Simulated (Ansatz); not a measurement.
Take BaHfO3 in the cubic perovskite structure (space group Pm-3m, No. 221; a = 4.158 Å) as the base.

Modification: cell and atoms relaxed at a pressure of 10 GPa.

The values are results of plane-wave PAW DFT at the PBEsol level (Ansatz, a program for electronic structure, 420 eV), scalar-relativistic without spin-orbit coupling, not measurements.

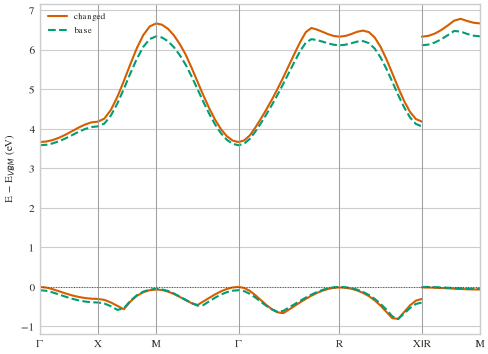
*Highest valence and lowest conduction band along the path, each from its own valence-band maximum*

The gap is 3.66 eV, direct at Γ; the base has 3.58 eV.

With Hf present, leaving out spin-orbit coupling can change the band edges. Load acts through the strain it causes; cell and atoms are relaxed under it. Stability against distortions was not tested. Competing high-pressure phases were not computed.
